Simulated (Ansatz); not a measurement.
# CH₃AlBrFTe: what the fields show

Input

```
crystal:
  periodic: [false, false, false]
  atoms:
    - {symbol: C, position_ang: [-1.300558, -0.692747, 0.793849]}
    - {symbol: Al, position_ang: [-2.690215, 0.090929, -0.287327]}
    - {symbol: Br, position_ang: [-2.707263, 2.295278, -0.726914]}
    - {symbol: F, position_ang: [-3.809761, -0.876374, -1.052117]}
    - {symbol: Te, position_ang: [-2.655208, -0.508169, 2.541304]}
    - {symbol: H, position_ang: [-0.989082, -1.741667, 0.714483]}
    - {symbol: H, position_ang: [-0.440314, -0.055526, 1.042590]}
    - {symbol: H, position_ang: [-3.475642, -1.902588, 2.147148]}
basis:
  gaussian: {orbitals: def2-SVPD}
hamiltonian: {xc: {name: PBE0}}
output: {forces: true, orbitals: {seedname: orbitals}}
```

Launched as:

```sh
ansatz run input.yaml --threads 2 --pin off --max-ram 4350MiB --events-out events.jsonl --progress --plain --runs-dir runs
```

Geometry: PBE0-D3(BJ)/def2-SVP; core potentials replace the inner electrons of Te.

Method: isolated molecule in a Gaussian basis; Kohn-Sham density functional theory, functional PBE0 in Ansatz 0.2.0.

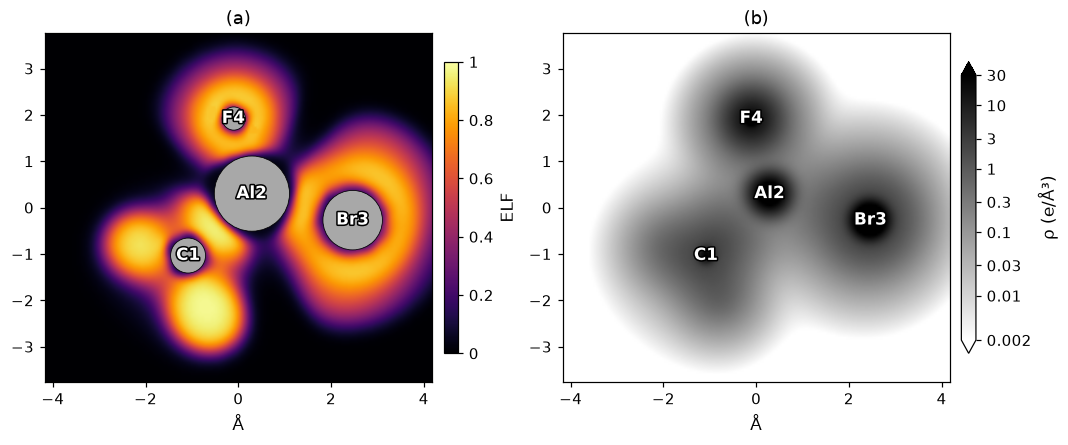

Figure 1. (a) ELF; (b) electron density on the plane of atoms Br3, Al2 and F4. Grey discs cover the atomic cores in the ELF map.

**What does the map show?**

The section cuts through C, Al, Br and F sites. Al–F (1.67 Å): ρ is about 0.79 e/Å³ halfway; the ELF peaks at about 0.85 in the valence shell of F, 0.6 Å from its nucleus, and is about 0.25 at the midpoint. C–Al (1.93 Å): ρ is about 0.75 e/Å³ halfway; the ELF peaks at about 0.95 between the atoms, as expected for a shared but strongly polarised pair. Al–Br (2.25 Å): ρ is about 0.66 e/Å³ halfway; the ELF peaks at about 0.85 in the valence shell of Br, 1.1 Å from its nucleus, and is about 0.85 at the midpoint. The ELF also peaks beside Br3 and F4, away from the bonds: lone-pair regions.

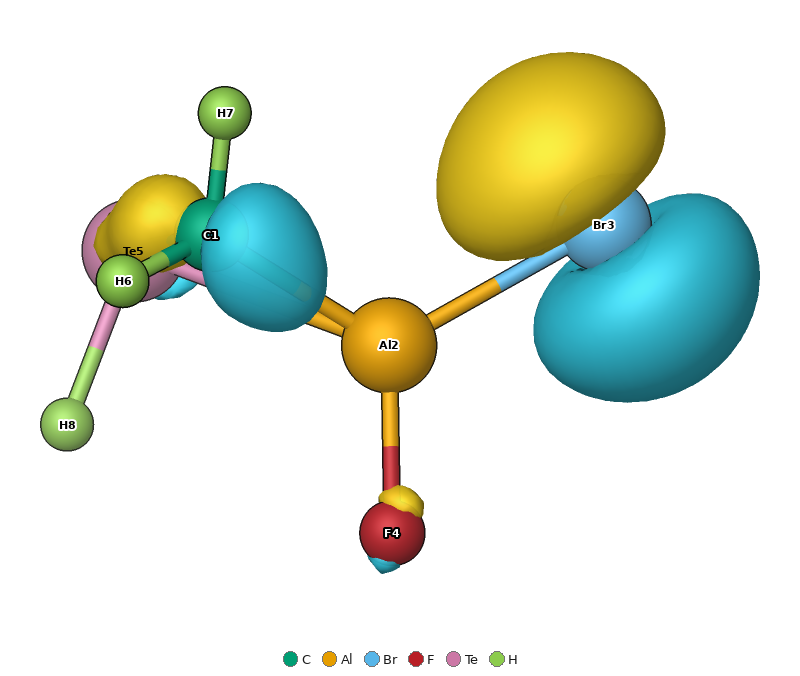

Figure 2. The HOMO−1 at ±0.15 Å⁻³ᐟ² (yellow and cyan are the two phases), seen at a tilt.

**Where does this orbital lie, and at what energy?**

By Hirshfeld shares it lies mainly on Br3 (about 70 %), Te5 (about 10 %) and C1 (about 10 %); largely a lone pair of Br3. Its energy is −8.51 eV.

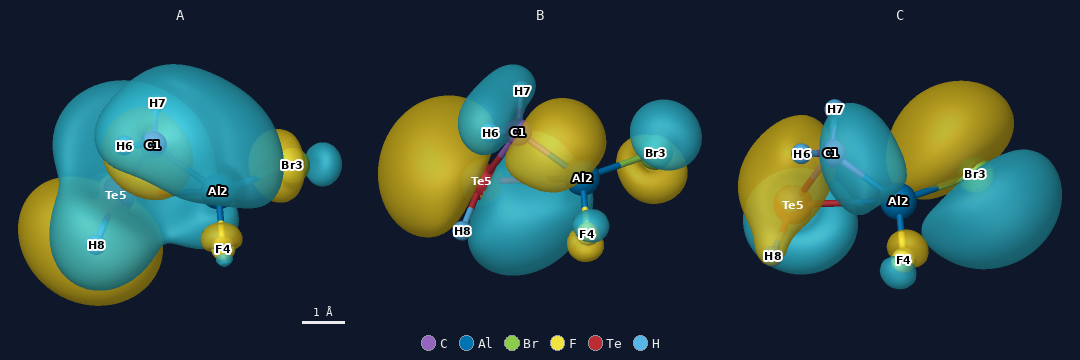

Figure 3. Three frontier orbitals at ±0.05 Å⁻³ᐟ² (yellow and cyan are the two phases), in no order.

**Which picture is the HOMO−1, the HOMO and the LUMO?**

C is the HOMO−1 (−8.51 eV). By Hirshfeld shares it lies mainly on Br3 (about 70 %), Te5 (about 10 %) and C1 (about 10 %); largely a lone pair of Br3. B is the HOMO (−7.00 eV). It lies mainly on Te5 (about 70 %), C1 (about 10 %) and Al2 (about 10 %). A is the LUMO (−1.67 eV). It lies mainly on Te5 (about 50 %), C1 (about 20 %) and Al2 (about 15 %).

**What is the HOMO–LUMO gap?**

5.33 eV between the orbital energies.
